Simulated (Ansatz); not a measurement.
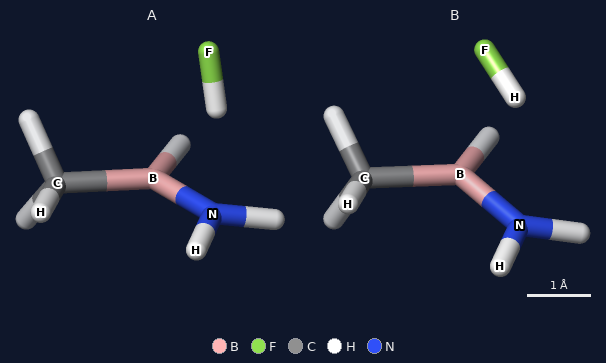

Two geometries of CH7BFN, drawn at one scale. One is the start of a relaxation, the other its converged end. A stick model, seen at a tilt.

Theory: Ansatz, RKS PBE0-D4/def2-SVP. (no spin polarisation; force threshold 0.03 eV/Å; at most 50 steps)

Which geometry has the lower energy?

Structure A is the relaxed one. The run prepares an end point of a later path (reaction) calculation, from a guessed geometry. The atom that moves furthest after the best rigid fit is the F atom (0.53 Å). Largest moves by element: F 0.53 Å, H 0.29 Å, N 0.20 Å, C 0.11 Å, B 0.10 Å. Near-neighbour distances that change, for instance: B–N 1.479 → 1.412 Å, F–H 0.925 → 0.938 Å, B–H 1.206 → 1.210 Å. The energy falls by 20.5 kJ/mol in 6 accepted moves (7 points after the start). Largest force component: 2.1 eV/Å at the start, 0.027 eV/Å at the end. The line search rejected the trial step at point 3 of the run.

Limits of the set-up: the start holds two separate molecules, 2.2 Å apart at their closest, whose relative position is a soft coordinate.
